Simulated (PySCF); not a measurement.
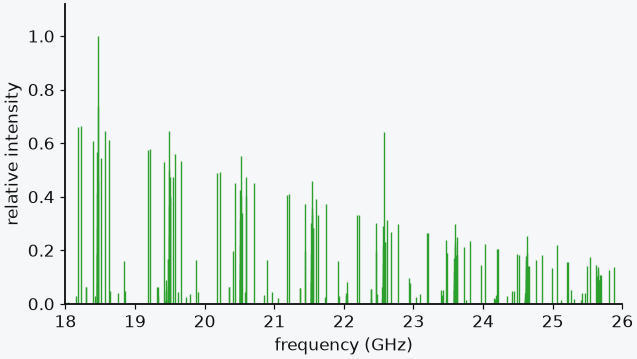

Simulated rotational absorption lines between 18 and 26 GHz at 3 K: rigid rotor with the equilibrium constants and dipole of one optimised conformer (PBE0-D3(BJ)/def2-SVP, PySCF), commonest isotopes; no centrifugal distortion, hyperfine structure, internal rotation or nuclear-spin weights; lines within 1 MHz of each other are summed.

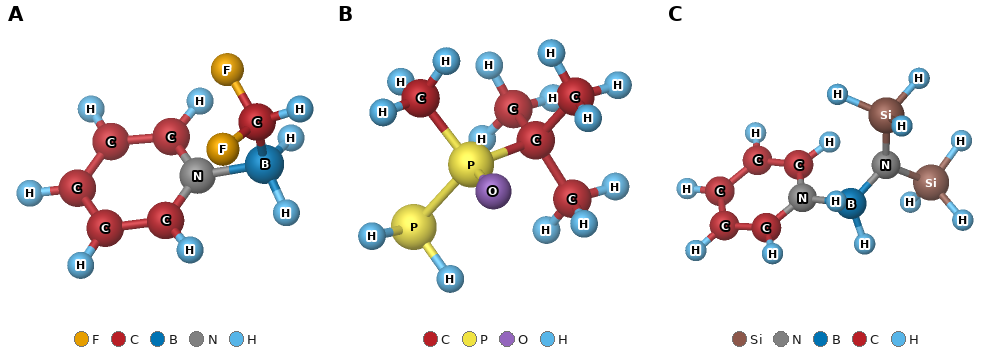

Which molecule gives this spectrum? Choose among the lettered structures.

Structure C, C₅H₁₃BN₂Si₂, SMILES [SiH3]N([SiH3])[BH2-][n+]1ccccc1. Rotational constants A, B, C = 1.809, 0.5244, 0.5006 GHz, |μa|, |μb|, |μc| = 6.67, 0.05, 1.75 D.

Note: coarse grid, loose stop and no frequency check, small forces are noise and the end may be a saddle.
